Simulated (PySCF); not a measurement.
**C2H10ClPSi2: density, localisation and related maps**

```xyz
16

C    -2.4129    0.3902    0.6807
C    -1.9178   -0.1805   -0.6421
Si   -0.2857   -1.1504   -0.4463
Cl    0.4487   -1.6422   -2.2630
P     1.2887    0.0615    0.4837
Si    3.3457    0.6547   -0.0192
H    -3.3241    0.9681    0.5378
H    -1.6577    1.0439    1.1139
H    -2.6202   -0.4063    1.3919
H    -2.6827   -0.8359   -1.0632
H    -1.7789    0.6372   -1.3533
H    -0.4947   -2.3994    0.2959
H     0.8421    0.5637    1.6583
H     3.6135   -0.0459   -1.2695
H     3.4049    2.1116   -0.1735
H     4.2311    0.2299    1.0681
```

Geometry: GFN2-xTB.

Level of theory: PBE/pcSseg-1, SCF density, gas phase, non-relativistic (PySCF).

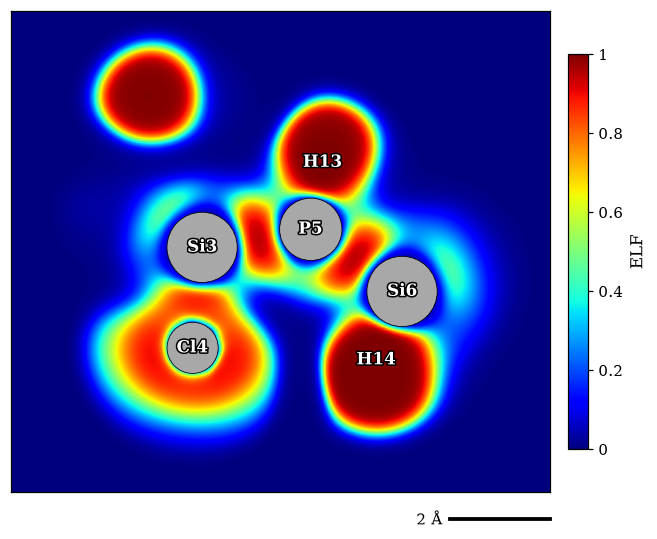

Figure 1. ELF on the plane of atoms Si3, P5 and Si6. Grey discs cover the atomic cores.

Question: Describe what can be read from this map.

Answer: The plane passes through Si, Cl, P and H nuclei. Si–Cl (2.02 Å): the ELF peaks at about 0.85 between the atoms, as expected for a polar covalent bond. Si–P (2.19 Å): the ELF peaks at about 0.95 between the atoms: a covalent bond. P–H (1.35 Å): the ELF climbs to about 1 towards the hydrogen, as it does in any bond to H. Si–H (1.46 Å): the ELF climbs to about 1 towards the hydrogen. The ELF also peaks beside Cl4, away from the bonds: lone-pair regions.

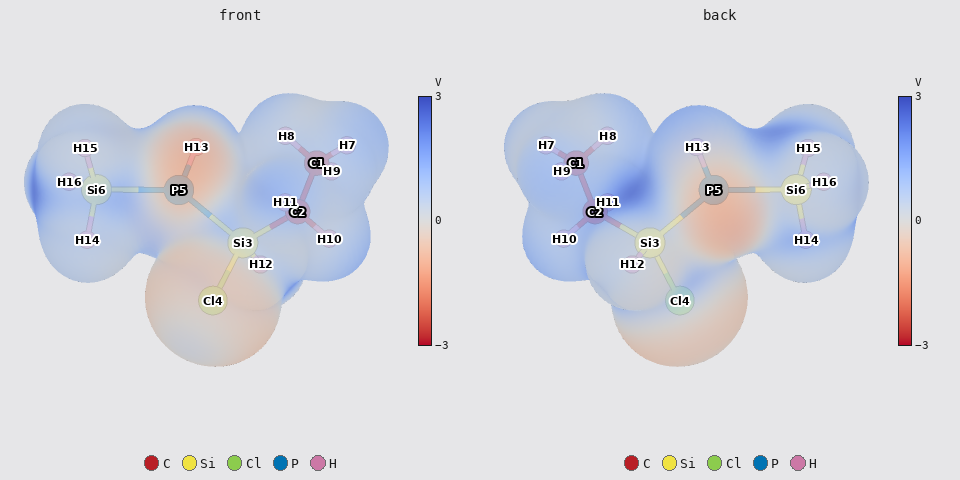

Figure 2. The molecular electrostatic potential painted on the density surface at 0.004 e/bohr³, seen from the front and from behind; the colour scale runs from red (negative) to blue (positive).

Question: Describe the electrostatic potential map.

Answer: The most negative region (about −1.0 V) lies over P5, the most positive (about +2.2 V) over Si3 and Si6. Cl4 shows a σ-hole: about +0.2 V at the tip opposite its bond, against about −0.3 V on its flanks.

Question: What dipole moment does the calculation give?

Answer: Its dipole moment is 1.47 D.
